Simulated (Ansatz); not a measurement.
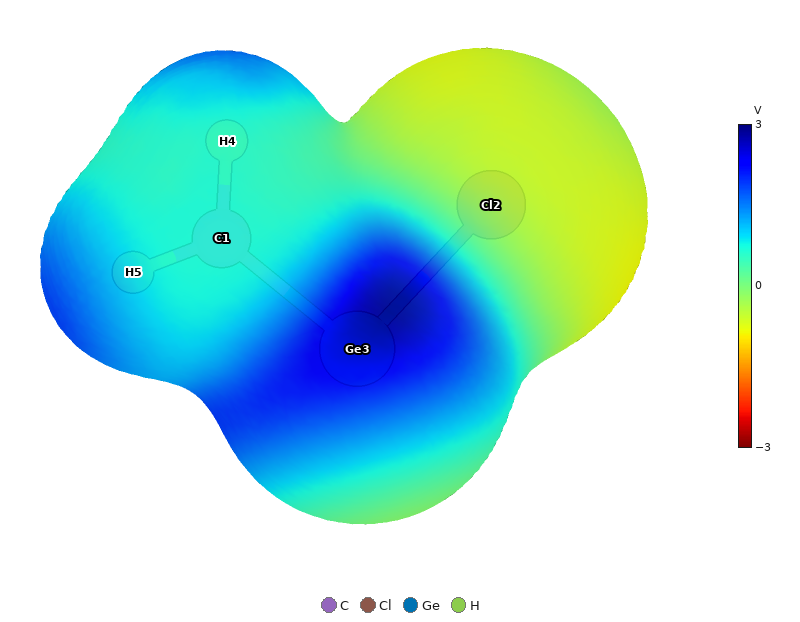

Figure. CH$_{2}$ClGe (SMILES [CH2]=[Ge][Cl]) (doublet). The molecular electrostatic potential painted on the density surface at 0.004 e/bohr³, seen at a tilt; red is negative and blue positive.

Geometry: B3LYP/6-31G*.

Theory: isolated molecule in a Gaussian basis; Kohn-Sham density functional theory, functional PBE0 (Ansatz).

Input

```
basis:
  gaussian:
    orbitals: def2-TZVPD
crystal:
  periodic: [false, false, false]
  atoms:
    - {symbol: C, position_ang: [-1.059049, 0.226479, -0.073059]}
    - {symbol: Cl, position_ang: [1.715173, 0.272000, 1.377182]}
    - {symbol: Ge, position_ang: [-0.170551, 1.474842, 1.161756]}
    - {symbol: H, position_ang: [-0.619647, -0.705577, -0.429806]}
    - {symbol: H, position_ang: [-2.060537, 0.431817, -0.458123]}
output:
  forces: true
  orbitals: {seedname: orbitals}
hamiltonian:
  xc: pbe0
magnetization:
  spin_polarized: true
  initial_magnetization: 1
total_charge: 0
```

Launched as:

```sh
ansatz run input.yaml --threads 1 --pin off --max-ram 2610MiB --events-out events.jsonl --progress --plain --runs-dir runs
```

Q: Which sites attract a positive test charge, and which a negative one?

A: A positive charge is drawn to the negative regions and a negative charge to the positive ones. The most negative region (about −0.9 V) lies over Cl2, the most positive (about +2.8 V) over Ge3.

Q: How polar is the molecule by this calculation?

A: Its dipole moment is 2.70 D.
